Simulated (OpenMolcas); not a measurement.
# TiOF2 (SMILES [O]=[Ti]([F])[F]) at HF/ANO-RCC-VDZ (DKH3)

Aim: the energy change on altering one bond length of TiOF2 at HF/ANO-RCC-VDZ (DKH3), from 2 runs. 

The calculation is run with OpenMolcas 26.06.

### Step 1. Starting point

TiOF2 has 4 atoms, charge 0, and is taken as a singlet. SMILES: `[O]=[Ti]([F])[F]`. Geometry: a GFN2-xTB relaxation, a rough one for these elements and not checked as a minimum.

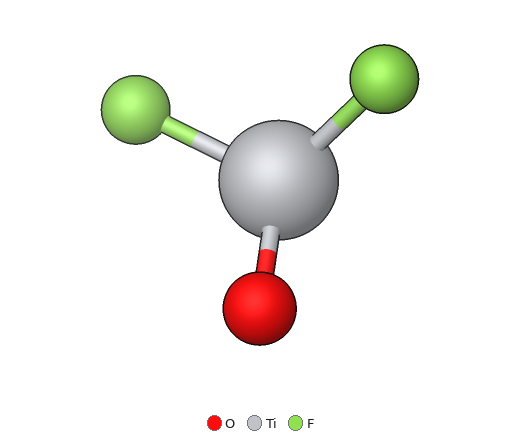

The structure, seen from a chosen angle (oxygen red, titanium light grey, fluorine green).

### Step 2. Energy and forces at HF/ANO-RCC-VDZ (DKH3)

Input file job.input:

```
* F2OTi Hartree-Fock
&GATEWAY
Coord
4
angstrom
O        0.126060       0.507440       1.465250
Ti      -0.303530      -0.166110       0.083020
F        0.833410      -1.354510      -0.428040
F       -0.655940       1.013190      -1.120230
Basis = ANO-RCC-VDZ
Group = NoSym
&SEWARD
Relativistic = R03O02
Expert
&SCF
PrOrbitals = 1 1
&ALASKA
```

Command:

```sh
export MOLCAS_MEM=1860
pymolcas job.input > job.log
```

Output, cut to the lines that bear on the results:

```text
--- Start Module: gateway ---
[...]
--- Stop Module: gateway /rc=_RC_ALL_IS_WELL_ ---
[...]
 ###    WARNING:  EXPERT option is ON!                                       ###
 ###############################################################################
               SEWARD will generate:
[...]
      Basis functions           54
[...]
--- Start Module: scf ---
[...]
       Convergence after  15 Iterations
[...]
::    Total SCF energy                              -1126.8931913622
[...]
      Total spin, S                                     0.0000000000
[...]
      Total electronic charge=   48.000000
      Total            charge=   -0.000000
[...]
      Dipole Moment (debye):
      Origin of the operator (angstrom)=   -0.0899   -0.0621   -0.0196
                   X= -4.3066E+00               Y= -2.7813E+00               Z= -2.8221E-01           Total=  5.1344E+00
      Quadrupole Moment (debye*angstrom):
[...]
--- Stop Module: scf /rc=_RC_ALL_IS_WELL_ ---
[...]
--- Start Module: alaska ---
[...]
 *              Molecular gradients               *
 **************************************************
  Irreducible representation: a
 ------------------------------------------------------------------------------------------
                              X                       Y                       Z
 ------------------------------------------------------------------------------------------
  O1                4.61451993867090E-03    1.28436633631779E-03   -5.27337921379356E-03
  TI2               1.32979961401620E-02   -7.36134243321374E-03   -5.67348895938002E-02
  F3               -3.60330318127744E-02    4.62547698489892E-02    1.82009397591933E-02
  F4                1.81205157339512E-02   -4.01777937520684E-02    4.38073290483842E-02
 ------------------------------------------------------------------------------------------
--- Stop Module: alaska /rc=_RC_ALL_IS_WELL_ ---
[...]
```

It took 19 s on 1 thread of Arm Neoverse V1, shared host; peak memory 0.41 GiB.

### Step 3. The distorted shape

Input file job.input:

```
&GATEWAY
 Coord
 4
 angstrom
 O        0.478464      -0.671840       2.668480
 Ti       0.048874      -1.345390       1.286250
 F        1.185814      -2.533790       0.775190
 F       -0.655940       1.013190      -1.120230
 Basis = ANO-RCC-VDZ
 Group = NoSym

&SEWARD
 Relativistic = R03O02
 Expert

&SCF
 PrOrbitals = 1 1

&ALASKA
```

Command:

```sh
export MOLCAS_MEM=1860
pymolcas job.input > job.log
```

Output, cut to the lines that bear on the results:

```text
--- Start Module: gateway ---
[...]
--- Stop Module: gateway /rc=_RC_ALL_IS_WELL_ ---
[...]
 ###    WARNING:  EXPERT option is ON!                                       ###
 ###############################################################################
               SEWARD will generate:
[...]
      Basis functions           54
[...]
--- Start Module: scf ---
[...]
       Convergence after  19 Iterations
[...]
::    Total SCF energy                              -1126.7071062912
[...]
      Total spin, S                                     0.0000000000
[...]
      Total electronic charge=   48.000000
      Total            charge=   -0.000000
[...]
      Dipole Moment (debye):
      Origin of the operator (angstrom)=    0.1968   -1.0216    0.9594
                   X= -1.8831E+00               Y= -8.7119E+00               Z=  6.8975E+00           Total=  1.1270E+01
      Quadrupole Moment (debye*angstrom):
[...]
--- Stop Module: scf /rc=_RC_ALL_IS_WELL_ ---
[...]
--- Start Module: alaska ---
[...]
 *              Molecular gradients               *
 **************************************************
  Irreducible representation: a
 ------------------------------------------------------------------------------------------
                              X                       Y                       Z
 ------------------------------------------------------------------------------------------
  O1                1.31653387157504E-02    2.18209020637747E-02    3.21905951626817E-02
  TI2               1.49176699975122E-02   -8.18203117451187E-02   -9.70826771865596E-03
  F3               -2.17048458008922E-02    2.85238202991902E-02    8.12504533989955E-03
  F4               -6.37816291238114E-03    3.14755893821363E-02   -3.06073727839653E-02
 ------------------------------------------------------------------------------------------
--- Stop Module: alaska /rc=_RC_ALL_IS_WELL_ ---
[...]
```

It took 17 s on 1 thread of Arm Neoverse V1, shared host; peak memory 0.41 GiB.

### Step 4. What came out

At HF/ANO-RCC-VDZ (DKH3):

```
                                                          quantity           value
                                         first shape: total energy  -1126.89319 Eh
                                        first shape: dipole moment          5.13 D
                                          first shape: HOMO energy       -14.28 eV
                                          first shape: LUMO energy        -1.17 eV
                                        first shape: HOMO–LUMO gap        13.11 eV
                             first shape: largest force on an atom      3.195 eV/Å
                                     distorted shape: total energy  -1126.70711 Eh
                                    distorted shape: dipole moment         11.27 D
                                      distorted shape: HOMO energy       -10.66 eV
                                      distorted shape: LUMO energy        -3.33 eV
                                    distorted shape: HOMO–LUMO gap         7.33 eV
                         distorted shape: largest force on an atom      4.306 eV/Å
energy change with the Ti2–F4 bond stretched from 1.721 to 3.443 Å        5.064 eV
```

What this shows: One bond (distorted shape) is far stretched, which a spin-restricted single reference describes badly; a broken-symmetry solution may lie lower. With the Ti2–F4 bond stretched from 1.721 to 3.443 Å the energy rises by 5.06 eV (489 kJ/mol). The first shape isn't relaxed at this level, so the change isn't measured from a minimum. A restricted reference can't describe the breaking bond well at this length. The largest force (first shape) is 3.20 eV/Å: the shape isn't a stationary point for this species at this level. Mulliken charges (first shape) run from -0.61 on F3 to +1.82 on Ti2; they depend strongly on the basis. Mulliken charges (distorted shape) run from -0.87 on F4 to +1.87 on Ti2.
